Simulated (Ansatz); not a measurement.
# Calculations on KY18

Part 1: Relaxation

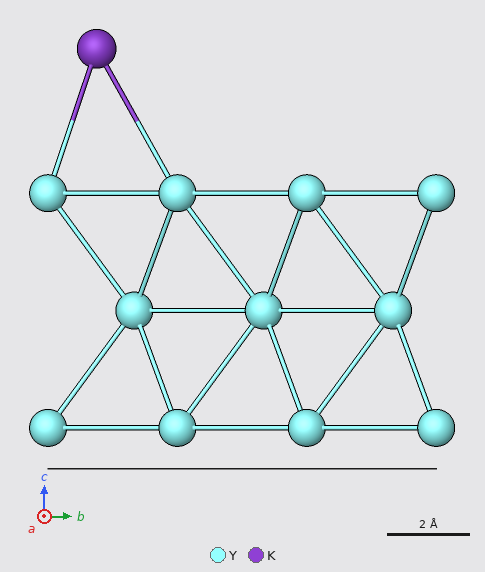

A slab of composition KY₁₈, before the constrained relaxation. The picture is a ball-and-stick view of the cell of the calculation, outlined in the plane, without the vacuum, seen along the a axis.

It is K on Y(0001), set down by a guess. The run prepares the start of a later molecular dynamics calculation, from a guessed geometry. 6 atoms are held fixed.

Method: DFT PBE-D3(BJ), scalar-relativistic, plane waves, PAW (Ansatz 0.2.0).

Input file:
```yaml
accuracy: low
crystal:
  lattice:
    - [7.3, 0.0, 0.0]
    - [5.475, 9.482978, 0.0]
    - [0.0, 0.0, 18.73415]
  atoms:
    - { symbol: "Y", position: [0.0, 0.0, 0.0533785] }
    - { symbol: "Y", position: [0.5, 0.0, 0.0533785] }
    - { symbol: "Y", position: [0.0, 0.3333333, 0.0533785] }
    - { symbol: "Y", position: [0.5, 0.3333333, 0.0533785] }
    - { symbol: "Y", position: [0.0, 0.6666667, 0.0533785] }
    - { symbol: "Y", position: [0.5, 0.6666667, 0.0533785] }
    - { symbol: "Y", position: [-0.1666667, 0.2222222, 0.2064185] }
    - { symbol: "Y", position: [0.3333333, 0.2222222, 0.2064185] }
    - { symbol: "Y", position: [-0.1666667, 0.5555556, 0.2064185] }
    - { symbol: "Y", position: [0.3333333, 0.5555556, 0.2064185] }
    - { symbol: "Y", position: [-0.1666667, 0.8888889, 0.2064185] }
    - { symbol: "Y", position: [0.3333333, 0.8888889, 0.2064185] }
    - { symbol: "Y", position: [0.0, 0.0, 0.3594585] }
    - { symbol: "Y", position: [0.5, 0.0, 0.3594585] }
    - { symbol: "Y", position: [0.0, 0.3333333, 0.3594585] }
    - { symbol: "Y", position: [0.5, 0.3333333, 0.3594585] }
    - { symbol: "Y", position: [0.0, 0.6666667, 0.3594585] }
    - { symbol: "Y", position: [0.5, 0.6666667, 0.3594585] }
    - { symbol: K, position: [0.6668844, 0.1251314, 0.5478845] }
basis:
  ecutwfc: 420.0
kpoints:
  mp_grid: { grid: [2, 2, 1] }
hamiltonian:
  xc: pbe
  dispersion: d3bj
scf:
  occupations: { method: fermi_dirac, width: 0.05 }
  lower_state_search: "off"
relax:
  f_tol: 0.08
  max_steps: 25
  adjacent_minimum: "off"
  constraints: [{ sites: [0, 1, 2, 3, 4, 5] }]
output:
  write_density: true
  write_potential: true
  elf: true
  volumetric_format: npy
```

Run as
```bash
ansatz run input.yaml --threads 4 --pin off --max-ram 10240MiB --backend cpu --events-out ev --progress --plain --runs-dir out
```

> Where does the constrained relaxation end?

Y16 moves most: 0.38 Å along the normal (−c). Largest moves by element: Y 0.38 Å, K 0.33 Å. The cell stays as it was. Some distances before and after: Y10–Y16 3.558 → 3.386 Å, Y7–Y13 3.558 → 3.400 Å, Y5–Y11 3.558 → 3.413 Å, Y11–Y13 3.558 → 3.418 Å. Over 2 geometry steps the energy falls by 0.240 eV per cell of the calculation. The largest force component goes from 0.4 to 0.065 eV/Å.

Step by step:

```tsv
step	E − E(0), meV/atom	largest force component, eV/Å
0	0.00	0.4025
1	-10.18	0.1633
2	-12.65	0.0646
```

The structure at the end:

```
CELL_PARAMETERS angstrom
7.30000 0.00000 0.00000
5.47500 9.48298 0.00000
0.00000 0.00000 18.73415
ATOMIC_POSITIONS crystal
Y 0.00000 0.00000 0.05338
Y 0.50000 0.00000 0.05338
Y 0.00000 0.33333 0.05338
Y 0.50000 0.33333 0.05338
Y 0.00000 0.66667 0.05338
Y 0.50000 0.66667 0.05338
Y 0.83682 0.22156 0.19767
Y 0.33324 0.22108 0.19781
Y 0.83663 0.55309 0.20164
Y 0.33376 0.55654 0.19856
Y 0.83536 0.88707 0.19743
Y 0.33717 0.88552 0.19861
Y 0.99659 0.00184 0.34106
Y 0.50200 0.00107 0.34175
Y 0.00253 0.32877 0.35078
Y 0.49995 0.33235 0.33926
Y 0.99870 0.66955 0.34744
Y 0.49985 0.66612 0.34781
K 0.66608 0.12661 0.53006
```

After the run, drawn alike:

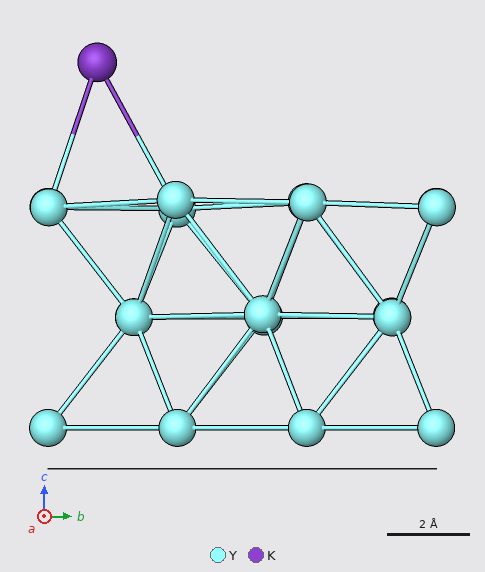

Limits of the set-up: the k-point mesh is coarse for a cell with partly filled bands; the program's low-accuracy preset was used; the periodic images lie only 7.3 Å apart, so the values are limited by the cell's size.

Part 2: Dynamics

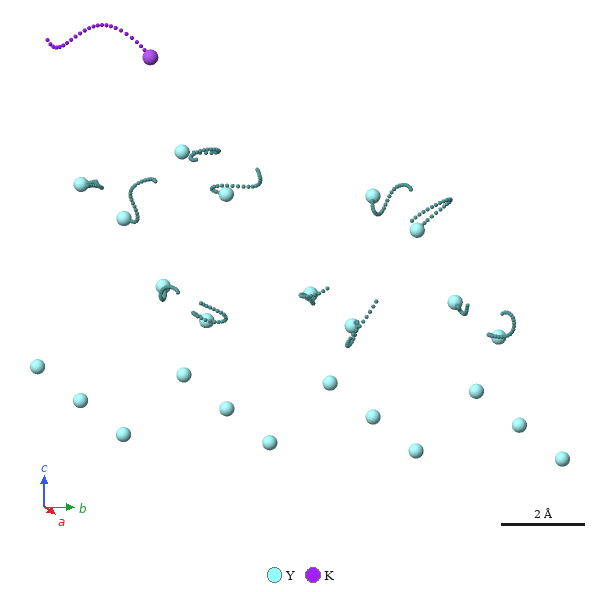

Molecular dynamics of K on Y(0001) (19 atoms in the cell), 360 fs long. Dots mark each atom's position at evenly spaced times, in the colour of its element; spheres stand at the starting positions. Fixed atoms have no trace. Seen slightly off an axis in the simulation cell, with the vacuum cut short.

The calculation used DFT PBE-D3(BJ), scalar-relativistic, plane waves, PAW (Ansatz). Run with plane-wave cutoff 420 eV; k-point mesh 2 × 2 × 1; Fermi-Dirac smearing 0.05 eV; low-accuracy preset; 6 atoms held fixed; Nosé-Hoover thermostat (NVT); set temperature 1800 K; time step 2 fs; thermostat time 5.0 fs.

### What do the traces tell about the motion?

Root-mean-square distances from the starting positions over the second half, with the common drift of all atoms taken out: K 2.31 Å, Y 1.18 Å. That is a large part of the typical shortest distance between atoms in the first frame, about 3.4 Å and still growing: the atoms leave their places as in a liquid. The mean temperature in the second half is 1798 K (standard deviation 16 K). The potential energy in the second half lies on average 207 meV per atom above the first frame. The conserved quantity stays between −5.3e−05 and 0.098 meV per atom of its start. A straight-line fit has a slope that amounts to +0.011 meV per atom over 360 fs (under 0.1 % of the mean kinetic energy), its mean offset in the second half is under 0.1 %, and the ripple about the line is 1.4 % of the kinetic energy's fluctuation. With a drift under 2 % and a ripple under 7 %, the integration is accurate. The thermostat's time constant is so short that it disturbs the motion.

Limits of the set-up: the k-point mesh is coarse for a cell with partly filled bands; the program's low-accuracy preset was used; the periodic images lie only 7.3 Å apart, so the values are limited by the cell's size.

Part 3: Dynamics

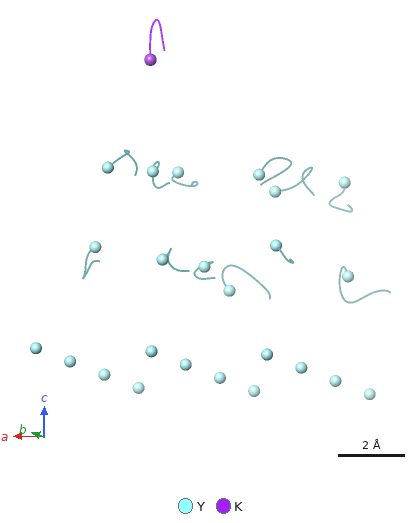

Molecular dynamics of K on Y(0001) (19 atoms in the cell), 400 fs long. It starts from the last geometry of an earlier run, with fresh velocities. Lines trace each atom's path, in the colour of its element; spheres stand at the starting positions. Fixed atoms have no trace. Seen from a free direction in the simulation cell, with the vacuum cut short.

Theory: DFT PBE-D3(BJ), scalar-relativistic, plane waves, PAW (Ansatz 0.2.0). Settings: plane-wave cutoff 420 eV; k-point mesh 2 × 2 × 1; Fermi-Dirac smearing 0.05 eV; low-accuracy preset; 6 atoms held fixed; Nosé-Hoover thermostat (NVT); set temperature 1800 K; time step 2 fs; thermostat time 3.0 fs.

Input
```yaml
accuracy: low
crystal:
  lattice:
    - [7.3, 0.0, 0.0]
    - [5.475, 9.482978, 0.0]
    - [0.0, 0.0, 18.73415]
  atoms:
    - { symbol: "Y", position: [0.0, 0.0, 0.0533785] }
    - { symbol: "Y", position: [0.5, 0.0, 0.0533785] }
    - { symbol: "Y", position: [0.0, 0.3333333, 0.0533785] }
    - { symbol: "Y", position: [0.5, 0.3333333, 0.0533785] }
    - { symbol: "Y", position: [0.0, 0.6666667, 0.0533785] }
    - { symbol: "Y", position: [0.5, 0.6666667, 0.0533785] }
    - { symbol: "Y", position: [0.018418, 0.16950898, 0.23661966] }
    - { symbol: "Y", position: [0.5089904, 0.2199259, 0.20463459] }
    - { symbol: "Y", position: [-0.0772028, 0.59500631, 0.24784593] }
    - { symbol: "Y", position: [0.45895952, 0.5769939, 0.2213953] }
    - { symbol: "Y", position: [0.02603331, 0.85399734, 0.24282153] }
    - { symbol: "Y", position: [0.50460501, 0.88214253, 0.21259471] }
    - { symbol: "Y", position: [0.08310711, 0.05669459, 0.39839308] }
    - { symbol: "Y", position: [0.69981583, -0.02465964, 0.35646226] }
    - { symbol: "Y", position: [0.27165232, 0.30945196, 0.3649253] }
    - { symbol: "Y", position: [0.66476876, 0.36969341, 0.38861519] }
    - { symbol: "Y", position: [0.20646412, 0.61203791, 0.3738537] }
    - { symbol: "Y", position: [0.61370661, 0.73061847, 0.3671077] }
    - { symbol: K, position: [0.54366674, -0.0882347, 0.54056437] }
basis:
  ecutwfc: 420.0
kpoints:
  mp_grid: { grid: [2, 2, 1] }
hamiltonian:
  xc: pbe
  dispersion: d3bj
scf:
  occupations: { method: fermi_dirac, width: 0.05 }
  lower_state_search: "off"
  max_iter: 74
md:
  timestep: 2
  n_steps: 200
  ensemble: nvt_nose_hoover
  temperature: 1800.0
  initial_velocities: maxwell_boltzmann
  seed: 642074
  nose_hoover: { tau: 3.0, chain_length: 1 }
  constraints: [{ sites: [0, 1, 2, 3, 4, 5] }]
```

Launched with:
```bash
ansatz run input.yaml --threads 4 --pin off --max-ram 10240MiB --backend cpu --events-out ev --progress --plain --runs-dir out
```

How do the atoms move?

Answer. In the second half of the run the atoms are, in the root-mean-square, this far from where they began (common drift taken out): K 2.09 Å, Y 0.87 Å. Against the typical shortest distance between atoms in the first frame, about 3.1 Å these are large excursions, but over 400 fs one can't yet tell strong vibration from the start of diffusion. The conserved quantity stays between −0.047 and 0.0029 meV per atom of its start. A straight-line fit has a slope that amounts to +0.0023 meV per atom over 400 fs (under 0.1 % of the mean kinetic energy), its mean offset in the second half is under 0.1 %, and the ripple about the line is 0.6 % of the kinetic energy's fluctuation. With a drift under 2 % and a ripple under 7 %, the integration is accurate. The thermostat's time constant is so short that it disturbs the motion.

Limits of the set-up: the k-point mesh is coarse for a cell with partly filled bands; the program's low-accuracy preset was used; the periodic images lie only 7.3 Å apart, so the values are limited by the cell's size.

Cost: 22 min on 4 threads of Intel(R) Xeon(R) Platinum 8259CL CPU @ 2.50GHz (Skylake/Cascade Lake), with other jobs on the host, peak memory 3.6 GiB.
